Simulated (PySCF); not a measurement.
Molecule: HBiCl2O, SMILES [Cl][Bi]([Cl])[OH], singlet. Atoms near the plane z = 0.0 Å, at the PBE0/def2-SVP optimised geometry (x, y, z in Å): Bi1 (-1.1, -1.3, 0.0), Cl3 (1.4, -1.3, 0.0), O4 (-1.4, 0.8, 0.0), H5 (-0.9, 1.3, -0.7).

Calculation: PBE0/def2-TZVP, def2 effective core potentials past Kr in PySCF 2.14.0. The core electrons that the potentials of Bi replace are not part of the density. Cells within 0.4 Å of a nucleus heavier than hydrogen are left out (blank, or x). The values are rescaled to run from 0 to 1.

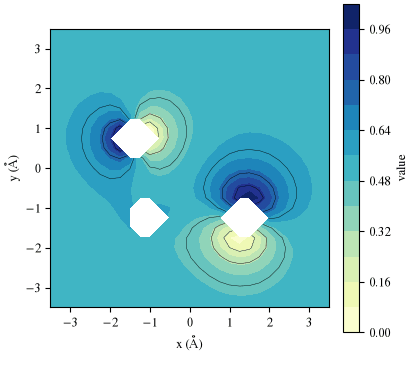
Fig. 1. a field on the plane z = 0.0 Å.

Question: Which quantity is mapped?
(A) log10 of the electron density
(B) an orbital amplitude
(C) electrostatic potential
(D) Laplacian of the electron density

Answer: B, an orbital amplitude. In full: HOMO−1 amplitude (bohr^(-3/2)).
